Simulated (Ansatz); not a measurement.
The figure comes from a scan of Li (bcc, W type): a phonon pattern at H = (0.5, 0.5, 0.5) is frozen into a 2-atom cell, Q being the largest atomic displacement. These are PBE (plane waves to 420 eV, PAW, scalar-relativistic; Ansatz, a program for electronic structure) values and carry that method's errors. k mesh 19×19×19 (Γ-centred), Fermi-Dirac smearing 0.05 eV. Energies are smeared free energies. With partly filled bands, energies and forces of such displacements shift with the k mesh and the smearing. Li was relaxed with its symmetry unable to fall. ΔE is measured from the undisplaced structure.

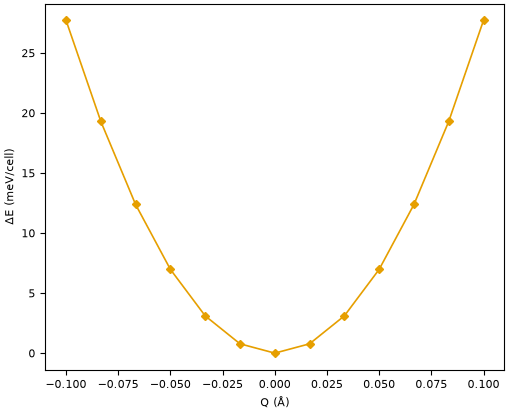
ΔE (meV/cell) against Q (Å); computed points joined by lines.

**Question.** Read the plotted values off the figure, to the accuracy that the plot allows.

**Answer.** To the nearest 0.5:

| Q (Å) | ΔE (meV/cell) |
|---|---|
| -0.100 | 27.5 |
| -0.083 | 19.5 |
| -0.067 | 12.5 |
| -0.050 | 7.0 |
| -0.033 | 3.0 |
| -0.017 | 1.0 |
| 0.000 | 0.0 |
| 0.017 | 1.0 |
| 0.033 | 3.0 |
| 0.050 | 7.0 |
| 0.067 | 12.5 |
| 0.083 | 19.5 |
| 0.100 | 27.5 |

(For displaced atoms, the force is minus the slope of the energy, and its curvature is a force constant, which sets phonon frequencies.)
